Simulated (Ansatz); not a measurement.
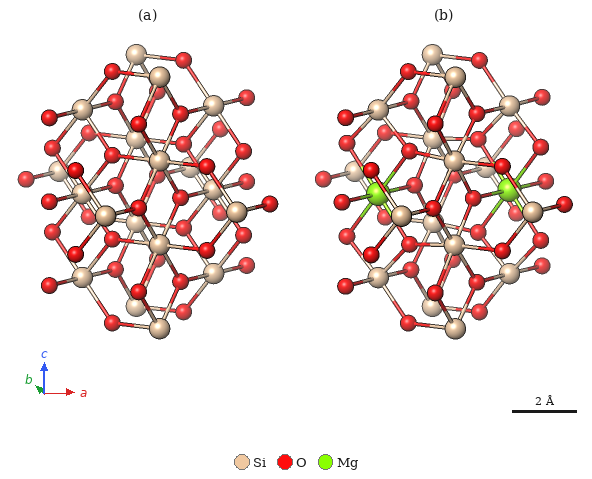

Left: perfect SiO$_{2}$. Right: the same region with a pair of point defects, after relaxing the atoms in a supercell of 72 sites. A ball-and-stick model of the atoms within 4.7 Å of one point, seen slightly off an axis.

Method: DFT, PBEsol, PAW, plane waves (Ansatz 0.2.0). Set-up: plane-wave cutoff 420 eV; k-point mesh 1 × 1 × 1; mesh shifted by (0.25, 0.25, 0.25); collinear spin. Fermi-Dirac smearing of 0.01 eV. The axes drawn are those of the host's conventional cell.

**What kind of defect was made?**

Two silicon atoms are replaced by magnesium, the two sites 4.2 Å apart.

The charge state of the cell is 0.

**How does the lattice respond?**

One site: in the host the Si atom has 6 O at 1.77 to 1.81 Å; the Mg atom ends with 6 O at 1.93 to 1.94 Å. The other site: in the host the Si atom has 6 O at 1.77 to 1.81 Å; the Mg atom ends with 6 O at 1.93 to 1.94 Å. Of the host's atoms, an oxygen atom moves furthest from its site, by 0.17 Å. The cell's net moment is 2.00 μB.

Limits of the set-up: the periodic images lie only 8.0 Å apart, so the values are limited by the cell's size.
